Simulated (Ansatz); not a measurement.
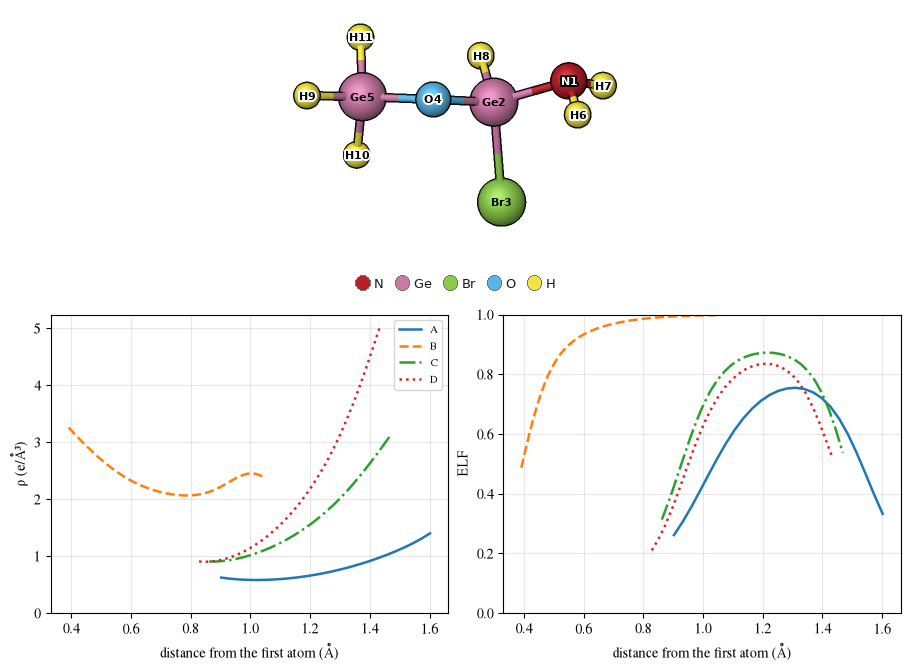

The picture shows: BrGe$_{2}$H$_{6}$NO. Electron density and electron localisation function along straight lines between neighbouring atoms. The curves leave out the atomic cores. The structure is drawn too.

Not at a stationary point (largest force 1.7 eV/Å).

Computed with Ansatz 0.2.0, SCF PBE, Gaussian basis.

Input

```
crystal:
  periodic: [false, false, false]
  atoms:
    - { symbol: "N", position_ang: [-2.3088, -0.0034, 0.9522] }
    - { symbol: Ge, position_ang: [-0.7656, 0.1128, -0.0869] }
    - { symbol: Br, position_ang: [-0.7086, 2.1937, -1.1322] }
    - { symbol: O, position_ang: [0.6692, -0.0752, 0.9705] }
    - { symbol: Ge, position_ang: [2.0263, -0.4613, -0.1333] }
    - { symbol: H, position_ang: [-2.2813, 0.7983, 1.621] }
    - { symbol: H, position_ang: [-3.1155, 0.1667, 0.3112] }
    - { symbol: H, position_ang: [-0.8076, -1.0056, -1.1615] }
    - { symbol: H, position_ang: [3.3275, -0.6149, 0.6945] }
    - { symbol: H, position_ang: [2.2203, 0.683, -1.1617] }
    - { symbol: H, position_ang: [1.7441, -1.7941, -0.8739] }
basis:
  gaussian:
    orbitals: def2-SVP
hamiltonian:
  xc: pbe
output:
  orbitals: {}
  forces: true
```

### Which curve belongs to which contact (Ge–Br, Ge–N, Ge–O and N–H)? The first atom named is at distance zero.

Curve A: Ge–Br (2.33 Å): the density is about 0.63 e/Å³ at the midpoint; the ELF peaks at about 0.75 in the valence shell of Br, 1.0 Å from its nucleus, and is about 0.70 at the midpoint. Curve B: N–H (1.04 Å): the density is about 2.6 e/Å³ at the midpoint; the ELF climbs to about 1 towards the hydrogen, as it does in any bond to H: a covalent bond by its length. Curve C: Ge–N (1.86 Å): ρ is about 0.93 e/Å³ halfway; the ELF peaks at about 0.85 in the valence shell of N, 0.7 Å from its nucleus, and is about 0.50 at the midpoint. Curve D: Ge–O (1.79 Å): ρ at the midpoint is about 0.93 e/Å³; the ELF peaks at about 0.85 in the valence shell of O, 0.6 Å from its nucleus, and is about 0.35 at the midpoint.
